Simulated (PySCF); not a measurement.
SMILES [CH]=NC (C2H4N), doublet at its PBE0/def2-SVP optimised geometry (Å):

```
7

C     -1.1474     1.2743    -0.7770
N     -0.4289     0.6696     0.0000
C      0.0467    -0.6888     0.0000
H     -1.6521     0.9620    -1.7186
H      1.1474    -0.6888     0.0000
H     -0.2737    -1.1865     0.9279
H     -0.3137    -1.2743    -0.8660
```

Computed with unrestricted PBE0/def2-TZVP run with PySCF. Cells within 0.4 Å of a nucleus heavier than hydrogen are left out (blank, or x).

Map of the LUMO amplitude (α orbitals alone; a β orbital can be the lowest empty one) (bohr^(-3/2)), clipped to [-0.25, 0.25] on the plane z = 0.0 Å; orbital energy -0.13 eV, overall sign arbitrary:

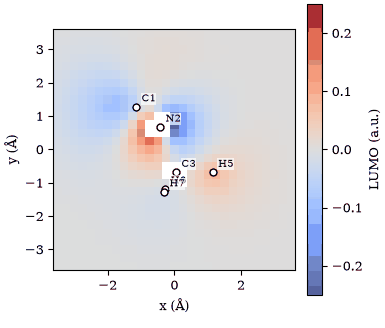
*LUMO amplitude (α orbitals alone; a β orbital can be the lowest empty one) (bohr^(-3/2)), clipped to [-0.25, 0.25] on the plane z = 0.0 Å.*
